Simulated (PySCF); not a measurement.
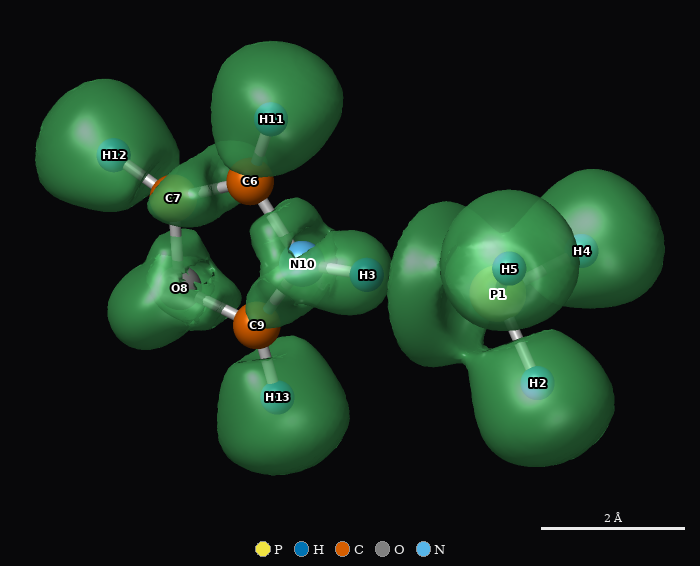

Figure. PH₃···C₃H₄NO (charge +1). Isosurface of the ELF at 0.75 (green), seen at a tilt. Only the valence region is drawn (cores and ρ < 0.01 e/Å³ removed).

Geometry: GFN2-xTB.

Method: PBE0-D3(BJ)/def2-SVPD, SCF density, gas phase in PySCF.

The calculation's input:

```
{"job": {"kind": "inter", "xc": "PBE0", "basis": "def2-SVPD", "disp": "d3bj", "pairs": false}, "charge": 1, "multiplicity": 1, "parts": [{"atoms": "0-4", "charge": 1, "multiplicity": 1}, {"atoms": "5-12", "charge": 0, "multiplicity": 1}]}
P      0.031441    -0.059626     0.068758
H     -0.670105     0.368069    -1.041825
H      1.155492     1.338883     1.256563
H      0.650071    -1.108379    -0.582572
H     -1.001171    -0.829256     0.567452
C      2.236312     1.714149     3.087429
C      2.862074     2.847088     3.505995
O      2.711020     3.783000     2.556198
C      2.022899     3.259814     1.587802
N      1.710630     2.008229     1.860944
H      2.131073     0.756229     3.554444
H      3.410942     3.092631     4.395149
H      1.772252     3.822485     0.705265
```

Command:

```sh
OMP_NUM_THREADS=1 python cluster_run.py task.json out
```

### Identify the bonds, lone pairs and shells in this picture.

The ELF exceeds this value in one region between bonded C–C atoms (shared pairs), three regions around hydrogen nuclei, one region on O in which the atom's valence shell and bonds are merged, one joined region spread over several atoms (H, N), in which their bonds and any lone pairs are merged and one joined region spread over several atoms (H, P), in which their bonds and any lone pairs are merged. Profiles from the grid: P1···H3 (2.15 Å): the ELF dips to about 0.35 between them. C–O (1.30 Å): the ELF peaks at about 0.90 between the atoms, as expected for a short, strongly polar bond.
